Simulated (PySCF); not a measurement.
Input

```
{"job": {"kind": "uv", "xc": "PBE0", "basis": "def2-SVPD", "nstates": 8, "ntriplets": 3}, "charge": 0, "multiplicity": 1}
O      2.878520    -0.333385    -1.368813
B      2.833942    -0.131348    -0.035723
O      3.993557    -0.374087     0.644348
Si     1.151761     0.515869     0.767933
C     -0.420661    -0.159738    -0.074007
C     -1.712543     0.414630     0.505602
Si    -3.265839    -0.295320    -0.326612
H      3.727883    -0.628233    -1.706212
H      3.992353    -0.242505     1.589909
H      1.033924     1.990032     0.770959
H      1.040977     0.176068     2.209639
H     -0.442941    -1.248993     0.010235
H     -0.375801     0.059024    -1.142934
H     -1.695105     1.501010     0.403384
H     -1.741137     0.215745     1.578514
H     -3.313613    -1.745934    -0.119820
H     -3.229550    -0.021120    -1.765775
H     -4.464486     0.314603     0.253438
```

Command:

```sh
OMP_NUM_THREADS=1 python probes_run.py task.json out
```

Geometry: GFN2-xTB.

Computed with PySCF 2.14.0, PBE0/def2-SVPD, SCF density, gas phase.

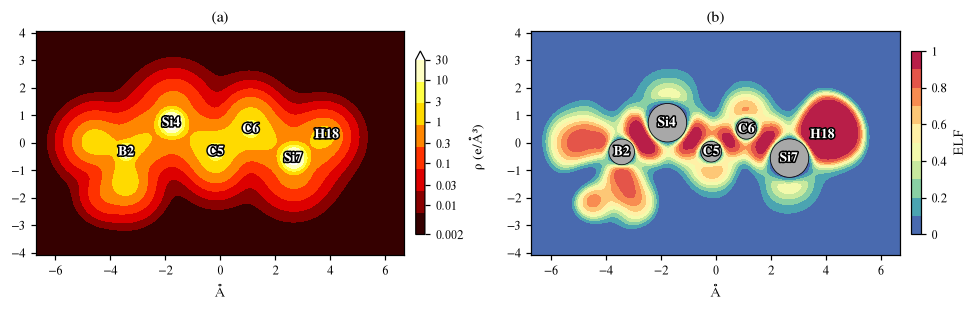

C$_{2}$H$_{11}$BO$_{2}$Si$_{2}$ (SMILES OB(O)[SiH2]CC[SiH3]). (a) total electron density; (b) ELF on the plane of atoms B2, Si4 and C5. Grey discs cover the atomic cores in the ELF map.

Describe what can be read from this map.

Answer. Atoms in the plane: B, Si, C and H. C–C (1.53 Å): ρ at the midpoint is about 1.6 e/Å³; the ELF peaks at about 0.95 between the atoms, as expected for a covalent bond. C–Si (1.90 Å): the density is about 0.93 e/Å³ at the midpoint; the ELF peaks at about 0.95 between the atoms, as expected for localised, covalent bonding. Si–B (1.97 Å): ρ at the midpoint is about 0.85 e/Å³; the ELF peaks at about 1 between the atoms: a covalent bond. Si–H (1.46 Å): ρ is about 0.79 e/Å³ halfway; the ELF climbs to about 1 towards the hydrogen, as it does in any bond to H. The ELF also peaks beside O3, away from the bonds: lone-pair regions.
